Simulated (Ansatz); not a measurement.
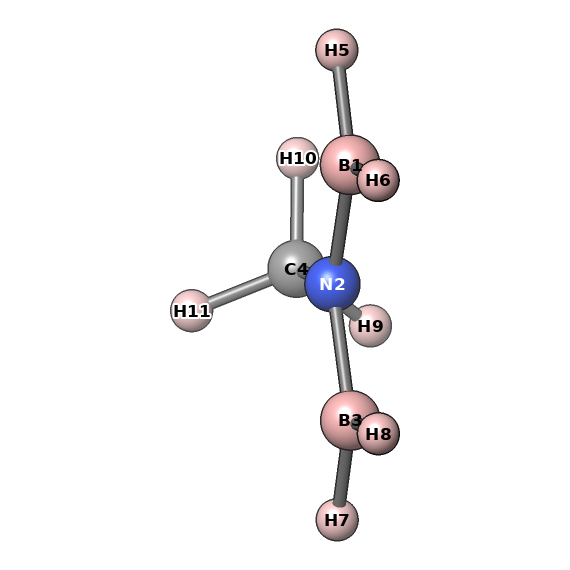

C4 lies behind N2. The molecule seen a little off the N2–C4 bond, N2 in front. Distant atoms are faded towards the background colour. Computed geometry: PBE-D4/def2-SVP optimisation. No frequency run is at hand to confirm it as a minimum.

What is the torsion angle B1–N2–C4–H9? The sign is positive where the front bond must turn clockwise to cover the back bond.

126°, anticlinal.
